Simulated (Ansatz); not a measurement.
# The cluster In7Sb6F3: trial inputs and their diagnosis

2 inputs were typed for the cluster In7Sb6F3. Each is run as it stands; the log then has to tell whether the result can be used.

Method: the settings change from run to run; program: Ansatz 0.2.0, Gaussian basis.

1 further run of the same task is left out (set aside as unsound or not needed).

## Step 1: The molecule

The structure was relaxed beforehand with PBE-D4/def2-SVP. Sb, In take a core potential in def2 sets; no spin-orbit term is included.

16 atoms, charge 0, spin multiplicity 1.

Atoms are counted from 1 here; the program's logs count them from 0.

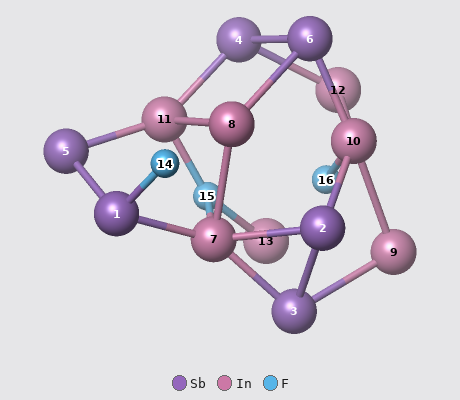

The structure; antimony purple, indium pink, fluorine blue; atoms are numbered from 1 in the order of the file.

## Step 2: Attempt 1

Input file in.yaml:

```yaml
crystal:
  periodic: [false, false, false]
  atoms:
    - {symbol: Sb, position_ang: [-2.318963, 1.648993, 0.552094]}
    - {symbol: Sb, position_ang: [-0.731624, -1.674265, 1.072311]}
    - {symbol: Sb, position_ang: [-1.695841, -1.972087, -0.674875]}
    - {symbol: Sb, position_ang: [1.959851, 1.476385, -0.073612]}
    - {symbol: Sb, position_ang: [-1.487672, 2.814301, -0.299469]}
    - {symbol: Sb, position_ang: [2.053101, 0.436725, 1.673536]}
    - {symbol: In, position_ang: [-1.415409, -0.187502, -0.106490]}
    - {symbol: In, position_ang: [-0.102307, 0.726780, 1.393310]}
    - {symbol: In, position_ang: [0.494742, -3.244153, -0.734596]}
    - {symbol: In, position_ang: [1.435783, -1.414159, 0.817322]}
    - {symbol: In, position_ang: [0.042559, 2.038045, -0.363237]}
    - {symbol: In, position_ang: [2.551589, -0.425197, -0.840460]}
    - {symbol: In, position_ang: [-0.050368, -0.897471, -2.029078]}
    - {symbol: F, position_ang: [-1.827006, 1.329716, 2.061100]}
    - {symbol: F, position_ang: [-0.373560, 0.433300, -1.078308]}
    - {symbol: F, position_ang: [1.214092, -1.087721, -1.034401]}
basis:
  gaussian: {orbitals: def2-mTZVPP, fitting: {mean_field: def2-universal-jkfit}, final_grid: {core_spheres: 20, valence_spheres: 16, degree: 47}}
magnetization: {spin_polarized: true, initial_magnetization: 2}
hamiltonian: {xc: {name: B3LYP5}}
```

Launch:

```bash
$ ansatz run in.yaml --threads 2 --pin off --events-out ev --progress --plain --max-ram 32768MiB --backend cuda --devices 0, --max-vram 18GiB
```

The log of the run:

```text
Functional definition: B3LYP5
  name "B3LYP5"
  cite "Stephens, Devlin, Chabalowski & Frisch, J. Phys. Chem. 98, 11623 (1994) doi:10.1021/j100096a001"
  cite "Becke, Phys. Rev. A 38, 3098 (1988) doi:10.1103/PhysRevA.38.3098"
  cite "Lee, Yang & Parr, Phys. Rev. B 37, 785 (1988) doi:10.1103/PhysRevB.37.785"
  cite "Vosko, Wilk & Nusair, Can. J. Phys. 58, 1200 (1980) doi:10.1139/p80-159"
  parameter a0 = 0.2
  parameter ax = 0.72
  parameter ac = 0.81
  exchange = (1 - a0 - ax)*slater_x + ax*b88_x + a0*exact_x
  correlation = (1 - ac)*vwn5_c + ac*lyp_c
3065 factors; integrals over basis functions are off by at most 1.6e0 eV
mean field evaluation 1: about -83436.8059 eV, gradient 6.5e1 eV
mean field evaluation 2: about -83398.0109 eV, gradient 1.2e2 eV
mean field evaluation 4: about -83448.4518 eV, gradient 1.7e1 eV
mean field evaluation 8: about -83450.1756 eV, gradient 5.0e-1 eV
mean field evaluation 16: about -83450.1848 eV, gradient 9.2e-3 eV
mean field evaluation 32: about -83450.1848 eV, gradient 3.0e-5 eV
mean field evaluation 64: about -83449.7496 eV, gradient 1.6e0 eV
mean field -83450.18484437 eV, -3066.7377284636 hartree, gradient 3.0e-5 eV, S^2 2.011383; 10 other end points of the search recorded, 0 dependent functions left out
reference -83450.18512932 eV, -3066.7377389355 hartree; 157, 155 occupied and 383, 385 virtual orbitals, 3065 factors
Total energy: -83450.18512932 eV, -3066.7377389355 hartree
```

Run time: 52 s. Hardware: 1 × H100 (card shared with other runs) with 2 threads of AMD EPYC 7R13, shared host; peak host memory 1.5 GiB.

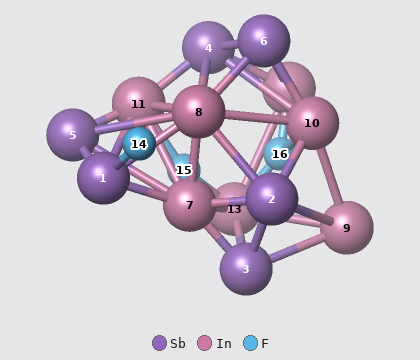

The geometry of this input.

**Diagnosis.** The run converged, but a converged run isn't a right one. The geometry is squeezed well below its size. The shortest distance is 1.51 Å (In12–F16), against 2.17 Å in the relaxed molecule. It also asks for charge 0 and multiplicity 3, another species or state than the molecule above. Its coordinates are also moved off the relaxed structure. Its energy is no property of the relaxed molecule. Fix: use the relaxed coordinates, and set charge and spin to those of the species named.

## Step 3: Attempt 2

Input file in.yaml:

```yaml
crystal:
  periodic: [false, false, false]
  atoms:
    - {symbol: Sb, position_ang: [-3.450837, 2.103308, 0.821568]}
    - {symbol: Sb, position_ang: [-0.933193, -2.491466, 1.595701]}
    - {symbol: Sb, position_ang: [-2.163063, -2.934654, -1.004278]}
    - {symbol: Sb, position_ang: [2.916444, 2.197001, -0.093893]}
    - {symbol: Sb, position_ang: [-2.213797, 4.187948, -0.445638]}
    - {symbol: Sb, position_ang: [3.055209, 0.557047, 2.134612]}
    - {symbol: In, position_ang: [-2.106264, -0.239161, -0.158468]}
    - {symbol: In, position_ang: [-0.130494, 0.927016, 2.073377]}
    - {symbol: In, position_ang: [0.736224, -4.137951, -0.936984]}
    - {symbol: In, position_ang: [1.831356, -1.803775, 1.042502]}
    - {symbol: In, position_ang: [0.063332, 2.599547, -0.463313]}
    - {symbol: In, position_ang: [3.797008, -0.542343, -1.250685]}
    - {symbol: In, position_ang: [-0.064244, -1.144733, -3.019462]}
    - {symbol: F, position_ang: [-2.330364, 1.696066, 2.628954]}
    - {symbol: F, position_ang: [-0.555893, 0.644792, -1.604625]}
    - {symbol: F, position_ang: [1.548586, -1.618633, -1.319389]}
basis:
  gaussian: {orbitals: def2-mTZVPP, fitting: {mean_field: def2-universal-jkfit}}
hamiltonian: {xc: {name: B3LYP-D3}}
scf: {omitted_lower_state_checks: [starts]}
output: {forces: true}
```

Same command.

The log of the run:

```text
Error: YAML parse error: error: line 22 column 19: hamiltonian.xc: no functional is named "B3LYP-D3"; the names, which are not case-sensitive, are SVWN5, SPW92, PBE, PBE0, PBEsol, revPBE, revPBE0, RPBE, rPW86-PBE, HSE06, wPBEh, LC-wPBE, HISS, HF, BLYP, B3LYP, B3LYP5, BHLYP, CAM-B3LYP, r2SCAN, r2SCANh, r2SCAN0, r2SCAN50, m-r2SCAN, B97, wB97, wB97X, wB97X-V, B97M-V, wB97M-V, B2PLYP, B2GP-PLYP, PBE0-DH, PBE-QIDH
  --> <input>:22:19
   |
20 | basis:
21 |   gaussian: {orbitals: def2-mTZVPP, fitting: {mean_field: def2-universal-jkfit}}
22 | hamiltonian: {xc: {name: B3LYP-D3}}
   |                   ^ hamiltonian.xc: no functional is named "B3LYP-D3"; the names, which are not case-sensitive, are SVWN5, SPW92, PBE, PBE0, PBEsol, revPBE, revPBE0, RPBE, rPW86-PBE, HSE06, wPBEh, LC-wPBE, HISS, HF, BLYP, B3LYP, B3LYP5, BHLYP, CAM-B3LYP, r2SCAN, r2SCANh, r2SCAN0, r2SCAN50, m-r2SCAN, B97, wB97, wB97X, wB97X-V, B97M-V, wB97M-V, B2PLYP, B2GP-PLYP, PBE0-DH, PBE-QIDH
23 | scf: {omitted_lower_state_checks: [starts]}
24 | output: {forces: true}
   |
```

Run time: 0.05 s. Hardware: 1 × H100 (card shared with other runs) with 2 threads of AMD EPYC 7R13, shared host.

What is wrong: Refused before any calculation. The method's name isn't one that the program takes here. Fix: name a functional that the program knows.

## Step 4: How the tries ended

```
attempt                 level      ended                                                    cause    time
      1    B3LYP5/def2-mTZVPP  converged             the geometry is squeezed well below its size    52 s
      2  B3LYP-D3/def2-mTZVPP    refused  the method's name isn't one that the program takes here  0.05 s
```

1 converged, 1 refused. A refusal costs next to no computing time. The dangerous case is the input that converges on a wrong geometry, charge, spin, basis or grid: often only a look at the input shows it.
